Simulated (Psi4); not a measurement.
# InH3O (SMILES [H][In]([H])[OH]): levels of theory compared

Wanted: a comparison of 6 runs (HF/STO-3G, BLYP/STO-3G, PBE/3-21G, PBE0/def2-SVP, B97-3c/def2-mTZVP, MP2/def2-TZVPP) of InH3O. 

Program for the calculation: Psi4 1.11.

3 further runs of the same task are left out: 3 set aside as unsound or not needed.

### 1 Starting point

InH3O has 5 atoms, charge 0, and is taken as a singlet. SMILES: `[H][In]([H])[OH]`. Geometry: a GFN2-xTB relaxation, a rough one for these elements and not checked as a minimum.

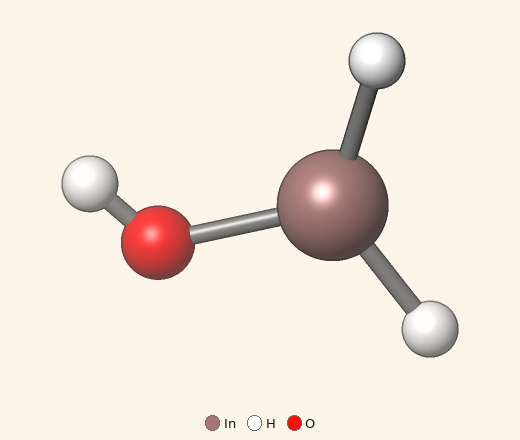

Viewed from a chosen angle; indium brown, hydrogen white, oxygen red.

### 2 A single-point energy at HF/STO-3G (run 1)

calc.in

```
memory 1600 MB

molecule system {
  In
  H 1 R2
  H 1 R3 2 A3
  O 1 R4 2 A4 3 D4
  H 4 R5 1 A5 2 D5

  R2 = 1.68543
  R3 = 1.704231
  A3 = 125.94547
  R4 = 1.926066
  A4 = 112.59042
  D4 = -179.45921
  R5 = 0.955864
  A5 = 123.83204
  D5 = 179.18352
  symmetry c1
  no_reorient
  no_com
}

set globals {
  basis         STO-3G
  puream        true
  e_convergence 1e-09
  d_convergence 1e-08
  scf_type      pk
}

E, wfn = energy('hf', return_wfn=True)
oeprop(wfn, 'LOWDIN_CHARGES', 'MULLIKEN_CHARGES', 'DIPOLE', title='HF')
print_variables()
```

Launch:

```console
$ psi4 -i calc.in -o calc.out -n 1
```

calc.out:

```text
[...]
  Running in c1 symmetry.
[...]
  Nuclear repulsion =  155.975780422448366
[...]
  Multiplicity = 1
[...]
  Nalpha       = 30
  Nbeta        = 30
[...]
    Number of basis functions: 35
[...]
   @RHF iter   1: -5758.20637826909024   -3.42989e+00   1.43135e-02 ADIIS/DIIS
[...]
   @RHF iter  11: -5758.44617951845794   -8.18545e-12   1.91695e-09 DIIS
[...]
  @RHF Final Energy: -5758.44617951845794
   => Energetics <=
    Nuclear Repulsion Energy =            155.9757804224483664
    One-Electron Energy =               -8287.0873813632042584
    Two-Electron Energy =                2372.6654214222980954
    Total Energy =                      -5758.4461795184579387
[...]
 Multipole Moments:
 ------------------------------------------------------------------------------------
     Multipole            Electronic (a.u.)      Nuclear  (a.u.)        Total (a.u.)
 ------------------------------------------------------------------------------------
 L = 1.  Multiply by 2.5417464519 to convert [e a0] to [Debye]
 Dipole X            :          0.0655989           -0.0573966            0.0082023
 Dipole Y            :          3.7848629           -3.4083994            0.3764635
 Dipole Z            :          1.8629660           -2.1944869           -0.3315209
 Magnitude           :                                                    0.5016953
[...]
```

Run time: 1.3 s. Hardware: 1 thread of Intel Xeon 6975P-C (Granite Rapids), shared host; peak memory 0.18 GiB.

### 3 Energy and forces at BLYP/STO-3G (run 2)

h3ino.xyz

```xyz
5
H3InO
In     0.340170     0.465720    -0.104120
H      2.012910     0.451630    -0.310070
H     -0.660060     1.845200    -0.135400
O     -0.382610    -1.293370     0.200710
H     -1.310410    -1.469180     0.348880
```

job.py

```python
import psi4

psi4.set_memory('1600 MB')
psi4.set_num_threads(1)
psi4.set_output_file('psi4.out', False)

with open('h3ino.xyz') as f:
    atoms = ''.join(f.readlines()[2:])
m = psi4.geometry('0 1\n' + atoms + 'symmetry c1')

psi4.set_options({
    'basis': 'STO-3G',
    'puream': True,
    'e_convergence': 1e-09,
    'd_convergence': 1e-08,
    'scf_type': 'pk',
    'dft_radial_points': 99,
    'dft_spherical_points': 590,
})

e, wfn = psi4.gradient('blyp', molecule=m, return_wfn=True)
print('gradient / Eh bohr^-1')
print(e.np.round(6))
print(f'energy = {wfn.energy():.10f} Eh')
```

Launch:

```console
$ python job.py
```

psi4.out:

```text
[...]
  Running in c1 symmetry.
[...]
  Nuclear repulsion =  155.975787286785760
[...]
  Multiplicity = 1
[...]
  Nalpha       = 30
  Nbeta        = 30
[...]
    Number of basis functions: 35
[...]
   @RKS iter   1: -5760.16126959939356   -1.77645e+00   2.20519e-02 DIIS/ADIIS
[...]
   @RKS iter  12: -5760.65210019790629    3.63798e-12   2.59868e-09 DIIS
[...]
  @RKS Final Energy: -5760.65210019790629
   => Energetics <=
    Nuclear Repulsion Energy =            155.9757872867857600
    One-Electron Energy =               -8283.4791243700947234
    Two-Electron Energy =                2533.0227708550933130
    DFT Exchange-Correlation Energy =    -166.1715339696899889
    Empirical Dispersion Energy =           0.0000000000000000
    VV10 Nonlocal Energy =                  0.0000000000000000
    Total Energy =                      -5760.6521001979062930
[...]
  -Total Gradient:
     Atom            X                  Y                   Z
    ------   -----------------  -----------------  -----------------
       1        0.004113719400    -0.008005700626    -0.000344698533
       2        0.038188160864     0.004193548333    -0.005006393121
       3       -0.021066714957     0.033377637280    -0.001047400116
       4       -0.105100671386    -0.031649758745     0.017923343690
       5        0.083890110470     0.002145073299    -0.011535149246
[...]
```

Standard output:

```text
gradient / Eh bohr^-1
[[ 0.004114 -0.008006 -0.000345]
 [ 0.038188  0.004194 -0.005006]
 [-0.021067  0.033378 -0.001047]
 [-0.105101 -0.03165   0.017923]
 [ 0.08389   0.002145 -0.011535]]
energy = -5760.6521001979 Eh
```

Wall time 4.2 s (1 thread of Intel Xeon 6975P-C (Granite Rapids), shared host); peak memory 0.4 GiB.

Runs 3 to 4 aren't shown in full; the table further down has their settings and results.

### 4 The charge distribution at B97-3c/def2-mTZVP (Cholesky decomposition, core potential) (run 5)

h3ino.in

```
memory 1600 mb

molecule molecule1 {
  0 1
  In     0.340170     0.465720    -0.104120
  H      2.012910     0.451630    -0.310070
  H     -0.660060     1.845200    -0.135400
  O     -0.382610    -1.293370     0.200710
  H     -1.310410    -1.469180     0.348880
  units angstrom
  symmetry c1
  no_reorient
  no_com
}

set {
  scf_type cd
}

energy_value, wavefunction = energy('b97-3c', return_wfn=True)
oeprop(wavefunction, 'NO_OCCUPATIONS')
```

Launch:

```console
$ psi4 -n 1 h3ino.in h3ino.out
```

h3ino.out:

```text
[...]
    !!!  WARNING: ECP capability is in beta. Please check occupations closely.  !!!
[...]
  Running in c1 symmetry.
[...]
  Nuclear repulsion =   71.211788889211803
[...]
  Multiplicity = 1
[...]
  Nalpha       = 16
  Nbeta        = 16
[...]
    Number of basis functions: 69
[...]
   @RKS iter   1:  -267.04977176914417   -6.21620e-01   1.51842e-02 DIIS/ADIIS
[...]
   @RKS iter  10:  -267.47066620512516   -2.81079e-08   3.30139e-07 DIIS
[...]
  @RKS Final Energy:  -267.47066620512516
   => Energetics <=
    Nuclear Repulsion Energy =             71.2117888892118032
    One-Electron Energy =                -582.7362825757002156
    Two-Electron Energy =                 270.8142143872186125
    DFT Exchange-Correlation Energy =     -26.7460584498508780
    Empirical Dispersion Energy =          -0.0143284560044814
    VV10 Nonlocal Energy =                  0.0000000000000000
    Total Energy =                       -267.4706662051251556
[...]
 Multipole Moments:
 ------------------------------------------------------------------------------------
     Multipole            Electronic (a.u.)      Nuclear  (a.u.)        Total (a.u.)
 ------------------------------------------------------------------------------------
 L = 1.  Multiply by 2.5417464519 to convert [e a0] to [Debye]
 Dipole X            :         -8.1305852            7.7953659           -0.3352192
 Dipole Y            :         -0.1204065            0.4928595            0.3724530
 Dipole Z            :          1.2768086           -1.2801572           -0.0033486
 Magnitude           :                                                    0.5011032
[...]
```

Run time: 5.4 s. Hardware: 1 thread of Intel Xeon 6975P-C (Granite Rapids), shared host; peak memory 0.41 GiB.

### 5 A single-point energy at MP2/def2-TZVPP (fitted SCF, core potential) (run 6)

input.json

```json
{
 "schema_name": "qcschema_input",
 "schema_version": 1,
 "molecule": {
  "schema_name": "qcschema_molecule",
  "schema_version": 2,
  "symbols": ["In", "H", "H", "O", "H"],
  "geometry": [0.64282814, 0.88008325, -0.19675828, 3.80384861, 0.85345701, -0.58594738, -1.24733263, 3.48692265, -0.25586892, -0.72302811, -2.44411508, 0.37928693, -2.47631601, -2.77634783, 0.65928765],
  "molecular_charge": 0,
  "molecular_multiplicity": 1
 },
 "driver": "energy",
 "model": {
  "method": "mp2",
  "basis": "def2-TZVPP"
 },
 "keywords": {
  "reference": "rhf",
  "scf_type": "df",
  "num_frozen_docc": 5,
  "mp2_type": "conv"
 }
}
```

Launch:

```console
$ psi4 --qcschema input.json -n 1 --memory 1600MB
```

stdout:

```text
[...]
    !!!  WARNING: ECP capability is in beta. Please check occupations closely.  !!!
[...]
  Running in c1 symmetry.
[...]
  Nuclear repulsion =   71.211788893665386
[...]
  Multiplicity = 1
[...]
  Nalpha       = 16
  Nbeta        = 16
[...]
    Number of basis functions: 123
[...]
   @DF-RHF iter   1:  -265.68675149776323   -1.45254e+00   5.23744e-03 DIIS/ADIIS
[...]
   @DF-RHF iter  11:  -265.84199657896949   -3.59819e-11   6.65013e-09 DIIS
[...]
  @DF-RHF Final Energy:  -265.84199657896949
   => Energetics <=
    Nuclear Repulsion Energy =             71.2117888936653856
    One-Electron Energy =                -582.6487843370994142
    Two-Electron Energy =                 245.5949988644645714
    Total Energy =                       -265.8419965789694857
[...]
 Multipole Moments:
 ------------------------------------------------------------------------------------
     Multipole            Electronic (a.u.)      Nuclear  (a.u.)        Total (a.u.)
 ------------------------------------------------------------------------------------
 L = 1.  Multiply by 2.5417464519 to convert [e a0] to [Debye]
 Dipole X            :          6.7440117           -7.1098776           -0.3658659
 Dipole Y            :         15.2373655          -14.7058885            0.5314770
 Dipole Z            :         -2.7371153            2.7163306           -0.0207846
 Magnitude           :                                                    0.6455677
[...]
	SCS-MP2 Total Energy (a.u.)        :  -266.35853420590416
	SOS-MP2 Total Energy (a.u.)        :  -266.34503995261036
	SCSN-MP2 Total Energy (a.u.)       :  -266.11755923734694
[...]
	SOS-PI-MP2 Total Energy (a.u.)     :  -266.38373559673659
[...]
	MP2 Total Energy (a.u.)            :  -266.38552271249165
[...]
```

The result, in JSON:

```text
{
 "driver": "energy",
 "model": {
  "method": "mp2",
  "basis": "def2-TZVPP"
 },
 "success": true,
 "return_result": -266.38552271249165,
 "properties": {
  "calcinfo_nbasis": 123,
  "calcinfo_nmo": 123,
  "calcinfo_nalpha": 16,
  "calcinfo_nbeta": 16,
  "calcinfo_natom": 5,
  "nuclear_repulsion_energy": 71.21178889366539,
  "return_energy": -266.38552271249165,
  "scf_one_electron_energy": -582.6487843370994,
  "scf_two_electron_energy": 245.59499886446457,
  "scf_dipole_moment": [-0.3658659303856888, 0.5314770187590891, -0.020784628451570253],
  "scf_total_energy": -265.8419965789695,
  "scf_iterations": 11,
  "mp2_same_spin_correlation_energy": -0.1565696922599251,
  "mp2_opposite_spin_correlation_energy": -0.38695644126221224,
  "mp2_singles_energy": 0.0,
  "mp2_doubles_energy": -0.5435261335221373,
  "mp2_correlation_energy": -0.543526133522164,
  "mp2_total_energy": -266.38552271249165
 }
}
```

Run time: 6.3 s. Hardware: 1 thread of Intel Xeon 6975P-C (Granite Rapids), shared host; peak memory 1 GiB.

### 6 Overview of the runs

| run | level | task | integration grid | energy (Eh) | dipole moment (D) | HOMO energy (eV) | LUMO energy (eV) | wall time |
| --- | --- | --- | --- | --- | --- | --- | --- | --- |
| 1 | HF/STO-3G | energy | – | -5758.446180 | 1.28 | -7.83 | 6.38 | 1.3 s |
| 2 | BLYP/STO-3G | gradient | 99 radial × 590 angular | -5760.652100 | 1.43 | -1.97 | 1.84 | 4.2 s |
| 3 | PBE/3-21G | gradient | 99 radial × 590 angular | -5793.162149 | 1.61 | -6.04 | -1.69 | 5.4 s |
| 4 | PBE0/def2-SVP (core potential) | energy | 99 radial × 590 angular | -266.987946 | 1.44 | -7.92 | -1.24 | 6 s |
| 5 | B97-3c/def2-mTZVP (Cholesky decomposition, core potential) | properties | 75 radial × 302 angular | -267.470666 | 1.27 | -6.77 | -1.94 | 5.4 s |
| 6 | MP2/def2-TZVPP (fitted SCF, core potential) | energy | – | -266.385523 | – | -11.17 | 0.86 | 6.3 s |

### 7 Outcome

| quantity | value |
| --- | --- |
| run 6: total energy | -266.38552 Eh |
| run 6: HOMO energy (Hartree–Fock orbitals) | -11.17 eV |
| run 6: LUMO energy (Hartree–Fock orbitals) | 0.86 eV |
| run 6: HOMO–LUMO gap (Hartree–Fock orbitals) | 12.03 eV |
| run 6: correlation energy (5 core orbitals frozen) | -543.5 mEh |

Over runs 1, 2, 3, 4, 5 the dipole moment (its size) runs from 1.27 D (B97-3c/def2-mTZVP) to 1.61 D (PBE/3-21G). The two ends differ in method and basis and core potential. Over runs 1, 2, 3, 4, 5 the HOMO–LUMO gap runs from 3.80 eV (BLYP/STO-3G) to 14.22 eV (HF/STO-3G). Exact exchange widens orbital gaps. Totals of different functionals can't be ranked against each other. Some runs of one species differ in core potentials or relativity; totals across that change don't compare. In runs 1, 2 the basis is minimal, so the values are rough. In runs 1, 2, 3 relativity is left out where basis or elements ask for it. All runs together took 29 s, the longest 6.3 s.
